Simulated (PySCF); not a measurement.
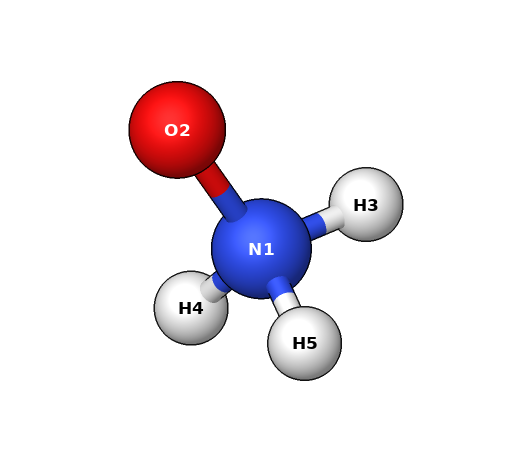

Every bond is drawn as one stick. Computed geometry: PBE0/def2-TZVP optimisation. Method: PBE0/def2-TZVP (PySCF 2.14.0).

List the Mayer bond orders of N1–O2, N1–H3 (one bond of each equivalent set).

| bond | Mayer order | length (Å) |
| --- | --- | --- |
| N1–O2 | 1.19 | 1.338 |
| N1–H3 | 0.88 | 1.034 |
